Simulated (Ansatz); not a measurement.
## Electronic structure of CH5B···CH3 (doublet) in real space

The calculation's input:

```
crystal:
  periodic: [false, false, false]
  atoms:
    - { symbol: B, position_ang: [0.035821, -0.01237, -0.129804] }
    - { symbol: H, position_ang: [0.006026, -0.07408, 1.068365] }
    - { symbol: C, position_ang: [1.390636, 0.065624, -0.897807] }
    - { symbol: H, position_ang: [1.623198, -1.002535, -1.103484] }
    - { symbol: H, position_ang: [1.345467, 0.551758, -1.884182] }
    - { symbol: H, position_ang: [2.238939, 0.457616, -0.317102] }
    - { symbol: H, position_ang: [-1.013592, -0.054208, -0.732866] }
    - { symbol: C, position_ang: [-0.038816, 0.016796, 3.383124] }
    - { symbol: H, position_ang: [-0.609925, -0.910311, 3.422847] }
    - { symbol: H, position_ang: [1.050733, -0.015118, 3.374701] }
    - { symbol: H, position_ang: [-0.553789, 0.976627, 3.416907] }
magnetization:
  spin_polarized: true
  initial_magnetization: 1
basis:
  gaussian: { orbitals: def2-SVP }
hamiltonian:
  xc: b3lyp
relax:
  f_tol: 0.03
  max_steps: 50
output:
  orbitals: {}
```

Command:

```sh
ansatz run input.yaml --threads 2 --pin off --max-ram 3072MiB --backend cpu --events-out ev --progress --plain --runs-dir out
```

The fields are those of the run's last geometry, not of the input's.

Method: UKS B3LYP/def2-SVP (Ansatz 0.2.0).

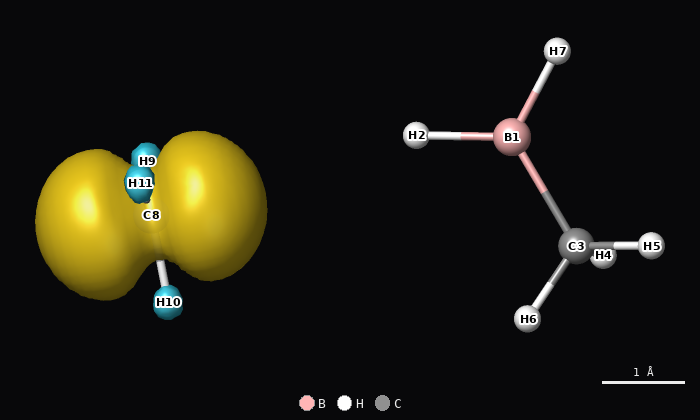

Figure 1. Isosurfaces of the spin density at +0.04 (yellow) and −0.04 e/Å³ (cyan), seen across its widest extent.

Q: Where is the unpaired spin?

A: The unpaired spin (1 electron) lies mostly on C8 (about 0.8), in electrons by Hirshfeld's partition.

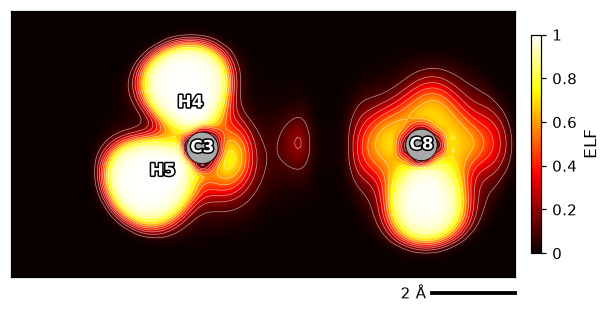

Figure 2. ELF on the plane of atoms H4, C3 and H5. Grey discs cover the atomic cores.

Q: What does the map show?

A:
- The section cuts through C and H sites.
- C–H (1.11 Å): the ELF climbs to about 1 towards the hydrogen, as it does in any bond to H: an ordinary covalent bond to hydrogen.

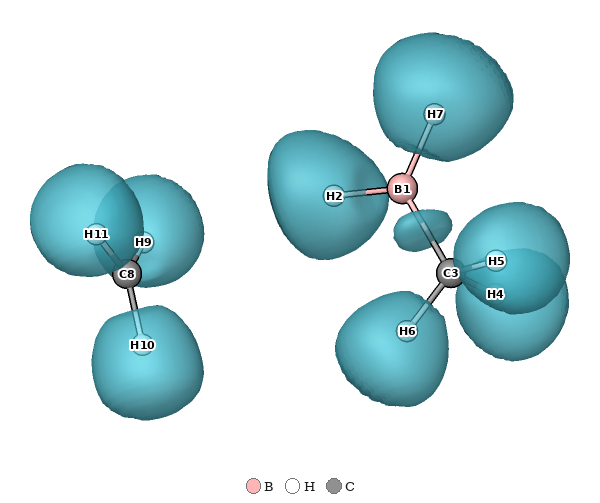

Figure 3. Isosurface of the ELF at 0.9 (cyan), seen at a tilt. Core shells and regions of very low density are left out.

Q: Identify the bonds, lone pairs and shells in this picture.

A: At this value the surface marks out one region between bonded B–C atoms (shared pairs) and eight regions around hydrogen nuclei. Along the contacts the grid gives the following. C–B (1.56 Å): the ELF peaks at about 1 between the atoms; a covalent bond. C–H (1.09 Å): the ELF climbs to about 1 towards the hydrogen (a covalent bond by its length).
